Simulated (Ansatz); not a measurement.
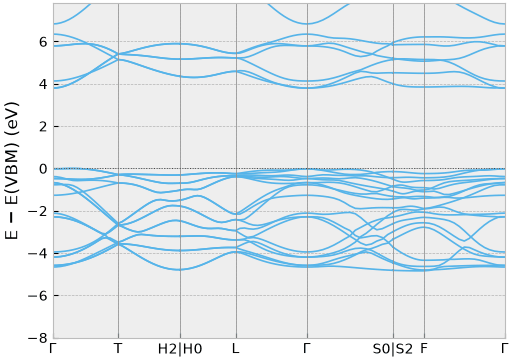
Figure: Band structure from plane-wave PAW PBE (Ansatz code)

The gap is 3.79 eV; an edge lies off the plotted path or next to a special point (maximum off the standard path, minimum at Γ).

Q: Pick the material that matches.
A. LiTaO3, R3c (Li on 6a, Ta on 6a, O on 18b)
B. Ga2O3, corundum
C. CaTiO3, R3c (Ca on 6a, Ti on 6a, O on 18b)

A: A, LiTaO3, R3c (Li on 6a, Ta on 6a, O on 18b)

Symmetry was held in the PBE relaxation. The run is not spin-polarised. Scalar-relativistic: spin–orbit coupling is off unless named, which matters more the heavier the elements.

Potentials: the earlier of the program's two PAW sets.
